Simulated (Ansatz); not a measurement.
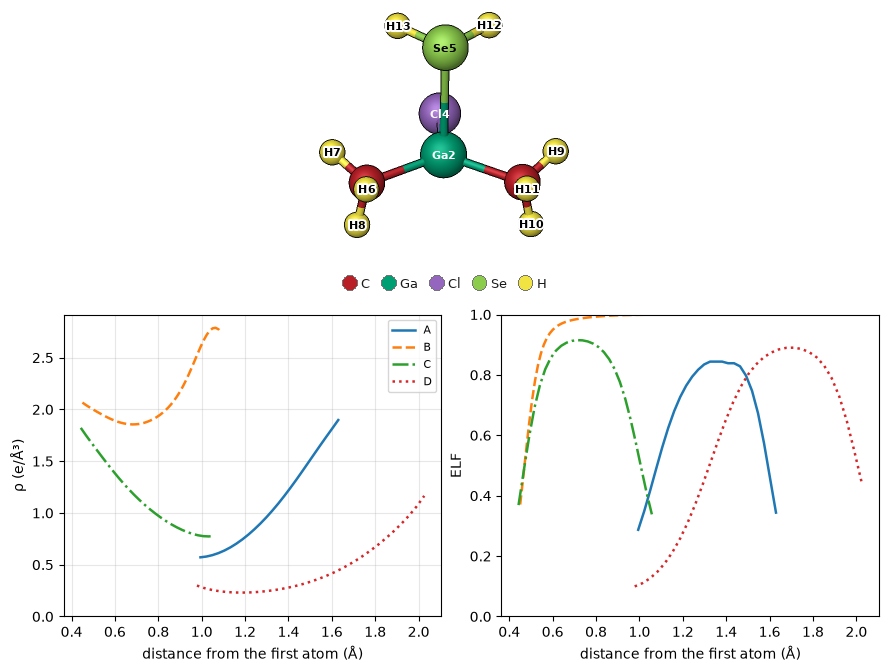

C2H8ClGaSe. Total electron density and ELF along straight lines between neighbouring atoms. The curves leave out the atomic cores. The structure is drawn too.

Geometry: PBE0-D4/def2-TZVP.

Level of theory: RKS PBE0-D4/def2-TZVPP in Ansatz 0.2.0.

The calculation's input:

```
crystal:
  periodic: [false, false, false]
  atoms:
    - {symbol: C, position_ang: [-1.932996, 0.413385, 0.264469]}
    - {symbol: Ga, position_ang: [-0.187510, -0.219365, -0.384964]}
    - {symbol: C, position_ang: [0.839869, -1.811059, 0.144015]}
    - {symbol: Cl, position_ang: [0.267016, 0.458367, -2.438140]}
    - {symbol: Se, position_ang: [1.425581, 1.726597, 0.806400]}
    - {symbol: H, position_ang: [-1.999746, 0.364628, 1.353502]}
    - {symbol: H, position_ang: [-2.121208, 1.438376, -0.058920]}
    - {symbol: H, position_ang: [-2.724986, -0.215930, -0.149564]}
    - {symbol: H, position_ang: [1.863307, -1.757003, -0.230505]}
    - {symbol: H, position_ang: [0.375963, -2.702619, -0.285667]}
    - {symbol: H, position_ang: [0.862760, -1.933789, 1.229019]}
    - {symbol: H, position_ang: [2.494485, 1.448595, -0.160596]}
    - {symbol: H, position_ang: [0.858067, 2.755016, -0.074048]}
basis:
  gaussian: {orbitals: def2-TZVPP}
hamiltonian: {xc: pbe0, dispersion: d4}
output: {orbitals: {seedname: orbitals}}
```

Launched as:

```sh
ansatz run in.yaml --threads 4 --pin off --events-out ev --progress --plain --max-ram 11315MiB
```

Which curve belongs to which contact (C–Ga, C–H, Ga–Cl and Ga–Se)? The first atom named is at distance zero.

Curve A: Ga–Cl (2.21 Å): ρ is about 0.64 e/Å³ halfway; the ELF peaks at about 0.85 in the valence shell of Cl, 0.9 Å from its nucleus, and is about 0.55 at the midpoint. Curve B: C–H (1.09 Å): ρ at the midpoint is about 1.9 e/Å³; the ELF climbs to about 1 towards the hydrogen, as it does in any bond to H (a covalent bond by its length). Curve C: C–Ga (1.97 Å): ρ at the midpoint is about 0.78 e/Å³; the ELF peaks at about 0.90 in the valence shell of C, 0.7 Å from its nucleus, and is about 0.60 at the midpoint. Curve D: Ga–Se (2.79 Å): ρ is about 0.28 e/Å³ halfway, with its minimum of 0.23 e/Å³ about 1.2 Å from Ga; the ELF peaks at about 0.90 between the atoms.
